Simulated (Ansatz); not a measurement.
# One shape, several levels: triplet C3H9BO3

Wanted: a comparison of 6 runs (U-wB97M-V/6-31G*, UBLYP/6-31G*, UCAM-B3LYP/6-31G*, USVWN5/6-31G*, UB3LYP/6-31G*, UMP2/6-31G*) of triplet C3H9BO3. 

The calculation is run with Ansatz 0.2.0.

53 further runs of the same task are left out: 53 set aside as unsound or not needed.

## Step 1: Starting point

C3H9BO3 has 16 atoms, charge 0, and is taken as a triplet. As SMILES of the parent species, `COB(OC)OC`. The shape is that of a PBE0-D4/def2-TZVP optimisation. That shape belongs to the parent species and isn't relaxed for this state.

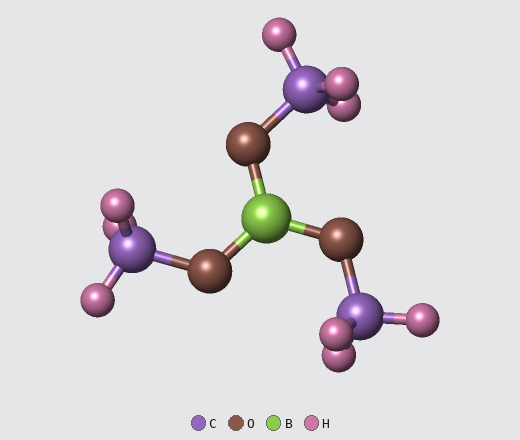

Viewed from a chosen angle; carbon purple, oxygen brown, boron green, hydrogen pink.

## Step 2: A single-point energy at U-wB97M-V/6-31G(d) (spherical functions) (run 1)

job.yaml reads:

```yaml
crystal:
  periodic: [false, false, false]
  atoms:
    - symbol: C
      position_ang: [0.495720, -0.646730, -2.262610]
    - symbol: O
      position_ang: [-0.175840, 0.182850, -1.338690]
    - symbol: B
      position_ang: [0.000140, 0.000100, 0.000000]
    - symbol: O
      position_ang: [0.825800, -0.985800, 0.450290]
    - symbol: C
      position_ang: [1.010960, -1.178550, 1.836440]
    - symbol: O
      position_ang: [-0.650070, 0.802840, 0.888440]
    - symbol: C
      position_ang: [-1.506700, 1.825270, 0.426170]
    - symbol: H
      position_ang: [1.580410, -0.565040, -2.153520]
    - symbol: H
      position_ang: [0.214930, -1.695090, -2.131270]
    - symbol: H
      position_ang: [0.211110, -0.322610, -3.263990]
    - symbol: H
      position_ang: [1.432620, -0.286900, 2.307940]
    - symbol: H
      position_ang: [0.066710, -1.416360, 2.333400]
    - symbol: H
      position_ang: [1.702440, -2.011880, 1.963760]
    - symbol: H
      position_ang: [-0.965900, 2.546210, -0.192620]
    - symbol: H
      position_ang: [-2.330740, 1.415550, -0.163930]
    - symbol: H
      position_ang: [-1.911590, 2.336140, 1.300180]
basis:
  gaussian:
    orbitals: 6-31G_st_-spherical.json
magnetization:
  spin_polarized: true
  initial_magnetization: 2
hamiltonian:
  xc: {name: wB97M-V}
accuracy: high
output: {orbitals: {seedname: orbitals}}
```

The basis set 6-31G* is read from a file made from the Basis Set Exchange's data (not shown).

Run with:

```console
$ ansatz run job.yaml --threads 1 --pin off --max-ram 3480MiB --events-out events.jsonl --progress --plain --runs-dir runs
```

Output, cut to the lines that bear on the results:

```text
Warning: RAYON_NUM_THREADS=1 ignored (pool sized by the plan → 1); use --threads N
Functional definition: wB97M-V
  name "wB97M-V"
[...]
  gx(w, u) = 1 - cx + cx01*u + cx10*w
  gss(w, u) = css00 + css04*u^4 + css10*w + css20*w^2 + css43*w^4*u^3
  gos(w, u) = cos00 + cos10*w + (cos20 + cos21*u)*w^2 + (cos60 + cos61*u)*w^6
[...]
      + integral(e_c_pw_mod_opposite_spin*gos(b97_w_opposite, b97_u_opposite)) + vv10(b, c)
2909 factors; integrals over basis functions are off by at most 6.4e-9 eV
459 factors; integrals over basis functions are off by at most 1.8e-9 eV
[...]
mean field -10065.50355314 eV, -369.9004329346 hartree, gradient 1.5e-8 eV, S^2 2.003896; 6 other end points of the search recorded, 0 dependent functions left out
reference -10065.50355726 eV, -369.9004330858 hartree; 29, 27 occupied and 87, 89 virtual orbitals, 2909 factors
Total energy: -10065.50355726 eV, -369.9004330858 hartree
```

It took 15 min on 1 thread of Arm Neoverse V2, shared host; peak memory 1.7 GiB.

## Step 3: The energy at UBLYP/6-31G(d) (spherical functions) (run 2)

in.yaml reads:

```yaml
crystal:
  periodic: [false, false, false]
  atoms:
    - symbol: C
      position_ang: [0.495720, -0.646730, -2.262610]
    - symbol: O
      position_ang: [-0.175840, 0.182850, -1.338690]
    - symbol: B
      position_ang: [0.000140, 0.000100, 0.000000]
    - symbol: O
      position_ang: [0.825800, -0.985800, 0.450290]
    - symbol: C
      position_ang: [1.010960, -1.178550, 1.836440]
    - symbol: O
      position_ang: [-0.650070, 0.802840, 0.888440]
    - symbol: C
      position_ang: [-1.506700, 1.825270, 0.426170]
    - symbol: H
      position_ang: [1.580410, -0.565040, -2.153520]
    - symbol: H
      position_ang: [0.214930, -1.695090, -2.131270]
    - symbol: H
      position_ang: [0.211110, -0.322610, -3.263990]
    - symbol: H
      position_ang: [1.432620, -0.286900, 2.307940]
    - symbol: H
      position_ang: [0.066710, -1.416360, 2.333400]
    - symbol: H
      position_ang: [1.702440, -2.011880, 1.963760]
    - symbol: H
      position_ang: [-0.965900, 2.546210, -0.192620]
    - symbol: H
      position_ang: [-2.330740, 1.415550, -0.163930]
    - symbol: H
      position_ang: [-1.911590, 2.336140, 1.300180]
basis:
  gaussian: {orbitals: 6-31G_st_-spherical.json}
magnetization: {spin_polarized: true, initial_magnetization: 2}
hamiltonian: {xc: {name: BLYP}}
accuracy: high
output: {orbitals: {seedname: orbitals}}
```

The basis set 6-31G* is read from a file made from the Basis Set Exchange's data (not shown).

Run with:

```console
$ ansatz run in.yaml --threads 1 --pin off --max-ram 3480MiB --events-out events.jsonl --progress --plain --runs-dir runs
```

Output, cut to the lines that bear on the results:

```text
Warning: RAYON_NUM_THREADS=1 ignored (pool sized by the plan → 1); use --threads N
Functional definition: BLYP
  name "BLYP"
[...]
2909 factors; integrals over basis functions are off by at most 6.4e-9 eV
[...]
mean field -10067.14299152 eV, -369.9606811837 hartree, gradient 3.5e-8 eV, S^2 2.002227; 6 other end points of the search recorded, 0 dependent functions left out
reference -10067.14305671 eV, -369.9606835793 hartree; 29, 27 occupied and 87, 89 virtual orbitals, 2909 factors
Total energy: -10067.14305671 eV, -369.9606835793 hartree
```

It took 83 s on 1 thread of Arm Neoverse V2, shared host; peak memory 0.53 GiB.

Runs 3 to 5 aren't shown in full; the table further down has their settings and results.

## Step 4: A single-point energy at UMP2/6-31G(d) (spherical functions) (run 6)

job.yaml reads:

```yaml
basis:
  gaussian: {orbitals: 6-31G_st_-spherical.json}
crystal:
  periodic: [false, false, false]
  atoms:
    - {symbol: C, position_ang: [0.495720, -0.646730, -2.262610]}
    - {symbol: O, position_ang: [-0.175840, 0.182850, -1.338690]}
    - {symbol: B, position_ang: [0.000140, 0.000100, 0.000000]}
    - {symbol: O, position_ang: [0.825800, -0.985800, 0.450290]}
    - {symbol: C, position_ang: [1.010960, -1.178550, 1.836440]}
    - {symbol: O, position_ang: [-0.650070, 0.802840, 0.888440]}
    - {symbol: C, position_ang: [-1.506700, 1.825270, 0.426170]}
    - {symbol: H, position_ang: [1.580410, -0.565040, -2.153520]}
    - {symbol: H, position_ang: [0.214930, -1.695090, -2.131270]}
    - {symbol: H, position_ang: [0.211110, -0.322610, -3.263990]}
    - {symbol: H, position_ang: [1.432620, -0.286900, 2.307940]}
    - {symbol: H, position_ang: [0.066710, -1.416360, 2.333400]}
    - {symbol: H, position_ang: [1.702440, -2.011880, 1.963760]}
    - {symbol: H, position_ang: [-0.965900, 2.546210, -0.192620]}
    - {symbol: H, position_ang: [-2.330740, 1.415550, -0.163930]}
    - {symbol: H, position_ang: [-1.911590, 2.336140, 1.300180]}
magnetization: {spin_polarized: true, initial_magnetization: 2}
correlation: {method: mp2, frozen_orbitals: {B: 1, C: 1, H: 0, O: 1}}
accuracy: high
```

The basis set 6-31G* is read from a file made from the Basis Set Exchange's data (not shown).

Run with:

```console
$ ansatz run job.yaml --threads 1 --pin off --max-ram 3480MiB --events-out events.jsonl --progress --plain --runs-dir runs
```

Output, cut to the lines that bear on the results:

```text
Warning: RAYON_NUM_THREADS=1 ignored (pool sized by the plan → 1); use --threads N
Functional definition: HF
  name "HF"
[...]
2909 factors; integrals over basis functions are off by at most 6.4e-9 eV
[...]
mean field -10011.50495526 eV, -367.9160210639 hartree, gradient 1.7e-8 eV, S^2 2.014649; 20 other end points of the search recorded, 0 dependent functions left out
7 core orbitals not correlated: weight in the atoms' cores, before any rotation towards them, 1.000 or more for the frozen orbitals, at most 0.000 for the correlated occupied ones
reference -10011.50495526 eV, -367.9160210639 hartree; 22, 20 occupied and 87, 89 virtual orbitals, 2909 factors
second order -25.79740457 eV of doubles, -0.00000000 eV of singles
Total energy: -10037.30235983 eV, -368.8640581958 hartree
```

It took 57 s on 1 thread of Arm Neoverse V2, shared host; peak memory 0.68 GiB.

## Step 5: Overview of the runs

| run | level | Cartesian functions | frozen core orbitals | energy (Eh) | ⟨S²⟩ | wall time |
| --- | --- | --- | --- | --- | --- | --- |
| 1 | U-wB97M-V/6-31G* (spherical functions) | no | – | -369.900433 | 2.004 | 15 min |
| 2 | UBLYP/6-31G* (spherical functions) | no | – | -369.960684 | 2.002 | 83 s |
| 3 | UCAM-B3LYP/6-31G* (spherical functions) | no | – | -369.899850 | 2.005 | 100 s |
| 4 | USVWN5/6-31G* (spherical functions) | no | – | -367.071041 | 2.001 | 77 s |
| 5 | UB3LYP/6-31G* (Cartesian functions) | yes | – | -370.085913 | 2.004 | 88 s |
| 6 | UMP2/6-31G* (spherical functions) | no | 7 | -368.864058 | 2.015 | 57 s |

## Step 6: Outcome

| quantity | value |
| --- | --- |
| run 6: total energy | -368.86406 Eh |
| run 6: correlation energy (7 core orbitals frozen) | -948.0 mEh |
| run 6: ⟨S²⟩ of the reference determinant | 2.015 |

Totals of different functionals can't be ranked against each other. All runs together took 22 min, the longest 15 min.
